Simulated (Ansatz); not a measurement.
**Pressure series in Mo**

The reference is Mo in the bcc (W type) structure (space group Im-3m, No. 229; a = 3.1296 Å).

Cell and atoms are relaxed at each pressure.

Method: plane-wave PAW DFT at the PBEsol level (Ansatz, a program for electronic structure, 420 eV), no SOC.

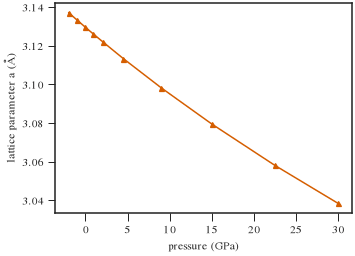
Lattice parameter a against pressure

Q: From the plot, what is the lattice parameter a for pressure 2.1 GPa?

A: About 3.122 Å.

Q: Is the trend monotonic over the range shown?

A: Yes, it falls throughout, spanning 3.038 Å to 3.137 Å.

Load acts through the strain it causes; cell and atoms are relaxed under it. Whether these cells are dynamically stable was not tested. Competing high-pressure phases were not computed. All final runs are without spin polarisation.
